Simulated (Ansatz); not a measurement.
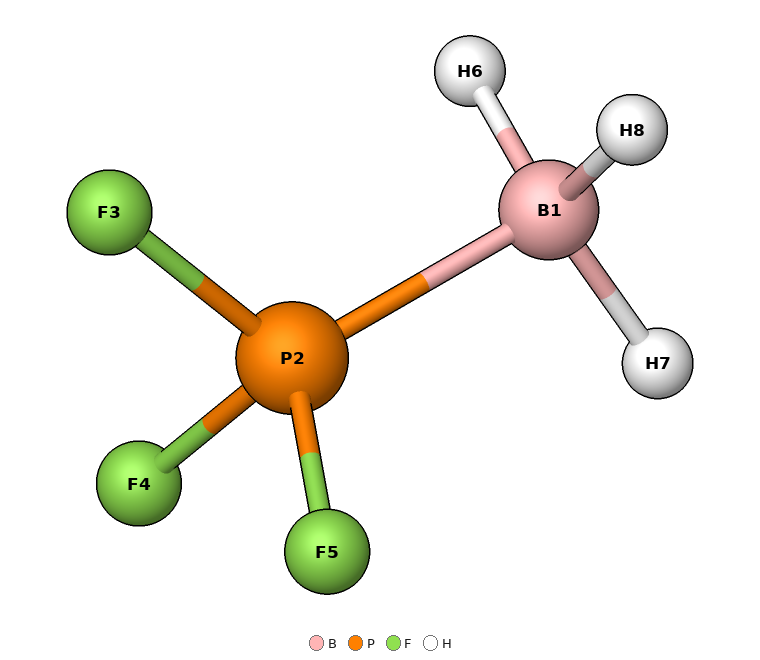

Harmonic vibrations computed with RKS PBE0-D4/def2-TZVP (Ansatz 0.2.0) at a stationary point of the same level.

> Minimum or transition state?

A minimum: no imaginary frequency, and the lowest mode lies at 175 cm⁻¹.

> List the wavenumbers.

18 modes: 175, 175, 188, 362, 362, 444, 637, 685, 685, 935, 959, 959, 1077, 1116, 1116, 2477, 2572, 2572 cm⁻¹.
